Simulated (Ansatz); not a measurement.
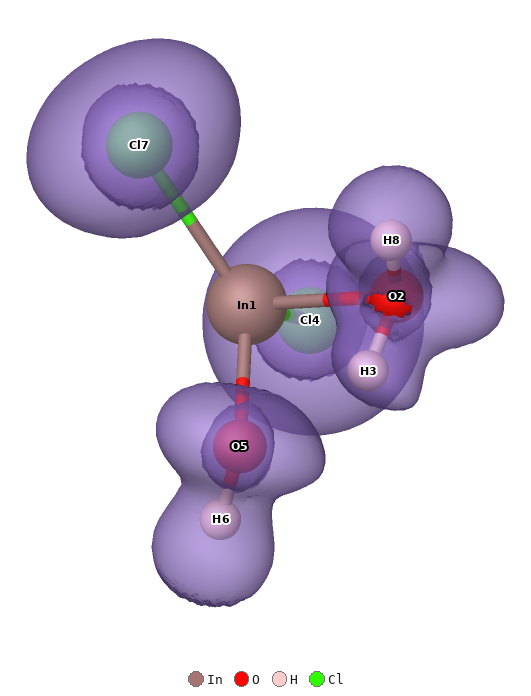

Figure. Cl₂H₃InO₂. Isosurface of the electron localisation function at 0.75 (purple), seen at an oblique angle. Only the valence region is drawn (cores and ρ < 0.01 e/Å³ removed).

Core potentials replace the inner electrons of In.

The calculation used RKS CAM-B3LYP-D4/def2-SVP in Ansatz.

Input

```
crystal:
  periodic: [false, false, false]
  atoms:
    - { symbol: In, position_ang: [0.028521, -0.318221, -0.030694] }
    - { symbol: O, position_ang: [0.079022, -0.239227, 1.960993] }
    - { symbol: H, position_ang: [-0.766224, -0.431977, 2.388219] }
    - { symbol: Cl, position_ang: [2.075499, -0.39598, -1.105199] }
    - { symbol: O, position_ang: [-1.623107, -0.461379, -1.105224] }
    - { symbol: H, position_ang: [-2.437991, -0.393946, -0.590321] }
    - { symbol: Cl, position_ang: [0.358117, 3.028086, 1.347696] }
    - { symbol: H, position_ang: [0.420464, 1.930844, 2.10613] }
basis:
  gaussian: { orbitals: def2-SVP }
hamiltonian:
  xc: cam_b3lyp
  dispersion: d4
relax:
  f_tol: 0.03
  max_steps: 50
output:
  orbitals: {}
```

Command:

```sh
ansatz run input.yaml --threads 4 --pin off --max-ram 5120MiB --backend cpu --events-out ev --progress --plain --runs-dir out
```

The fields are those of the run's last geometry, not of the input's.

> Identify the bonds, lone pairs and shells in this picture.

The ELF exceeds this value in two regions wrapped around Cl (the valence shell of each) and two joined regions spread over several atoms (H, O), in which their bonds and any lone pairs are merged. Profiles from the grid: In–O (2.02 Å): the ELF peaks at about 0.85 in the valence shell of O, 0.6 Å from its nucleus, and drops to about 0.15 between the two atoms. In–Cl (2.33 Å): the ELF peaks at about 0.80 in the valence shell of Cl, 0.8 Å from its nucleus, and drops to about 0.15 between the two atoms.
